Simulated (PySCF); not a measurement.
SMILES [SiH2]([SiH3])CC(C)C (C4H14Si2) at its GFN2-xTB optimised geometry (Å):

```
20

C      1.3894     1.5256     0.0000
C     -0.1359     1.5256     0.0000
C     -0.6586     2.9623     0.0000
C     -0.6896     0.7575    -1.2005
Si    -0.2654    -1.1029    -1.2314
Si    -0.5732    -2.0549     0.8513
H      1.7663     1.9613    -0.9234
H      1.7713     2.1099     0.8349
H      1.7778     0.5134     0.0859
H     -0.4820     1.0352     0.9192
H     -1.7464     2.9763     0.0291
H     -0.3337     3.4824    -0.8994
H     -0.2868     3.5083     0.8648
H     -0.3380     1.2363    -2.1170
H     -1.7778     0.8605    -1.2030
H     -1.1237    -1.7001    -2.2678
H      1.1060    -1.2707    -1.7405
H     -1.7587    -1.5424     1.5476
H     -0.7398    -3.5083     0.7756
H      0.5573    -1.8193     1.7560
```

Method: PBE0/def2-SVP run with PySCF 2.14.0. Cells within 0.4 Å of a nucleus heavier than hydrogen are left out (blank, or x).

Map of the electron localisation function on the plane z = 0.0 Å:

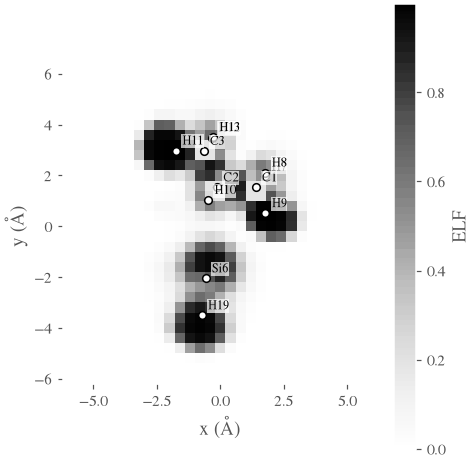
Fig. 1. Electron localisation function on the plane z = 0.0 Å.
